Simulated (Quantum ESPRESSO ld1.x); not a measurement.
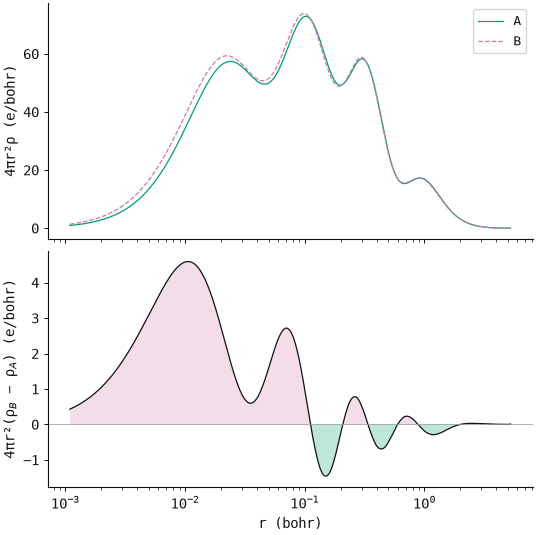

The Pd⁺ ion in [Kr] 4d9 was computed at two levels of relativity: the Dirac run; the non-relativistic run. Computed with Quantum ESPRESSO ld1.x 7.5. Models: Dirac Kohn-Sham, PBEsol, spin-unpolarised, spherical densities, point nucleus and non-relativistic Kohn-Sham, PBEsol, spin-unpolarised, spherical densities, point nucleus.

The plot shows both radial densities and the radial density of run B less that of run A; on the logarithmic r axis, areas aren't charges.

Question: Assign A and B and describe the change of the density.

Answer: A is the non-relativistic run; B is the Dirac run. B holds 0.37 electrons more than A where the difference is positive (most at r = 0.011 bohr) and 0.37 electrons fewer where it is negative (most at r = 0.15 bohr), with no net change. Relativity draws the inner s and p1/2 density in, so the more relativistic run gains charge close to the nucleus.
